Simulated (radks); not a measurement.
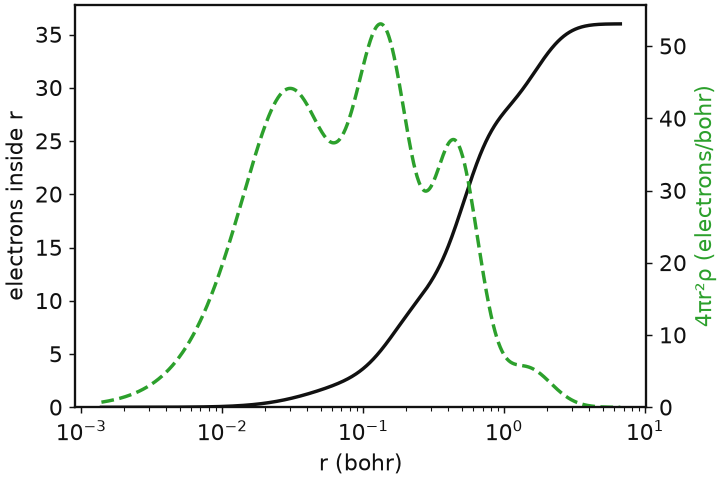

Atomic krypton (Kr) in the configuration [Ar] 3d10 4s2 4p6. The calculation used the in-house radial solver radks at this level: non-relativistic Kohn-Sham, B86b exchange with PBE correlation, spin-unpolarised, spherical densities, point nucleus.

```
Z 36
configuration [Kr]
relativity non-relativistic
functional b86_mgc,pbe
spin unpolarised
nucleus point
```

Launched within a batch that task.json describes:
```bash
python run_ks.py task.json out
```

The plot shows the number of electrons inside radius r (solid) and the radial density 4πr²ρ (dashed).

What does the plot show?

The count levels off at 36 electrons. Half of them lie within 0.478 bohr, 90 % within 1.83 bohr and 99 % within 3.39 bohr. The radial density has minima at 0.0616 and 0.277 bohr, where the count stands at 2.1 and 11.1; these part the shells that the density resolves.
